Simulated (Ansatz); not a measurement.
# BFGeH: the cost of one run

Computed with Ansatz 0.2.0, Gaussian basis. Level: the settings change from run to run.

20 further runs of the same task are left out: 11 that didn't finish, 9 set aside as unsound or not needed. Runs told in other sessions of the task aren't counted.

## 1. The geometry

The geometry is a PBE0/def2-TZVP stationary point (not a proven minimum) of the parent state, kept for this charge and spin. No spin-orbit coupling is included. The filled d shell of Ge may be among the frozen orbitals whatever the setting's name suggests.

4 atoms, charge 0, spin multiplicity 6.

Atoms are counted from 1 here; the program's logs count them from 0.

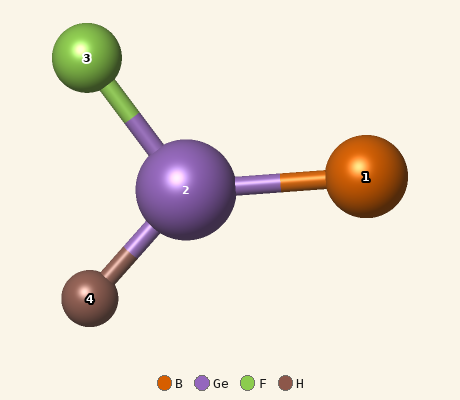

The geometry (boron orange, germanium purple, fluorine green, hydrogen brown); atoms are numbered from 1 in the order of the file.

Geometry (Å):

```xyz
4
BFGeH
B     0.00000   -0.81546    1.72197
Ge    0.00000    0.22592    0.12797
F     0.00000   -0.49112   -1.45821
H     0.00000    1.72203   -0.20647
```

## 2. MP2 on UHF/def2-SVP

Input file in.yaml:

```yaml
crystal:
  periodic: [false, false, false]
  atoms:
    - {symbol: B, position_ang: [0.000000, -0.815465, 1.721972]}
    - {symbol: Ge, position_ang: [0.000000, 0.225920, 0.127967]}
    - {symbol: F, position_ang: [0.000000, -0.491121, -1.458209]}
    - {symbol: H, position_ang: [0.000000, 1.722026, -0.206468]}
basis:
  gaussian: {orbitals: def2-SVP}
magnetization: {spin_polarized: true, initial_magnetization: 5}
correlation: {method: mp2, electrons: outside_noble_gas}
accuracy: high
scf: {lower_state_search: full}
output: {forces: true}
```

Launch:

```sh
$ ansatz run in.yaml --threads 1 --pin off --events-out ev --progress --plain --max-ram 2393MiB
```

What time and memory should one allow on 1 thread of Intel Xeon Platinum 8259CL at 2.50GHz, shared host?

About 45 s, with a peak of 0.25 GiB.
